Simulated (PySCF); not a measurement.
Molecule: SMILES C[C](C)(C)[Cd][SH]. Atoms near the plane z = 0.0 Å, at the GFN2-xTB optimised geometry (x, y, z in Å): Cd1 (-0.8, -0.1, 0.0), C2 (1.4, -0.1, 0.0), C5 (2.1, -1.5, 0.0), H12 (1.8, -2.1, 0.9), H13 (1.8, -2.1, -0.9), H14 (3.2, -1.4, 0.0), S15 (-1.9, 2.1, 0.0), H16 (-3.2, 1.7, 0.0).

Method: B3LYP/def2-TZVP, def2 effective core potentials past Kr (PySCF 2.14.0). The core electrons that the potentials of Cd replace are not part of the density. Cells within 0.4 Å of a nucleus heavier than hydrogen are left out (blank, or x). The values are rescaled to run from 0 to 1.

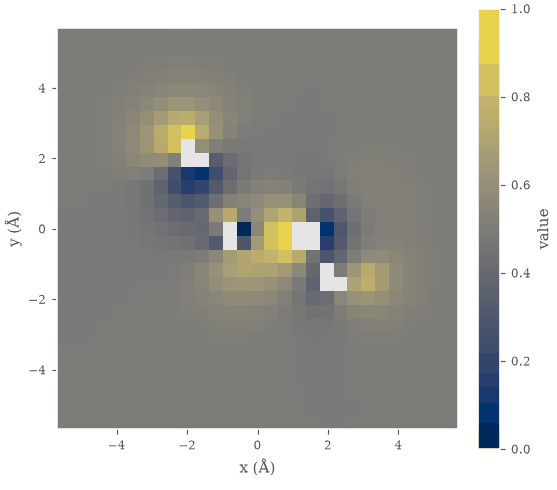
Figure. a field on the plane z = 0.0 Å.

Which quantity is mapped?
A. electrostatic potential
B. an orbital amplitude
C. log10 of the electron density
D. electron localisation function

B, an orbital amplitude. In full: HOMO amplitude (bohr^(-3/2)).
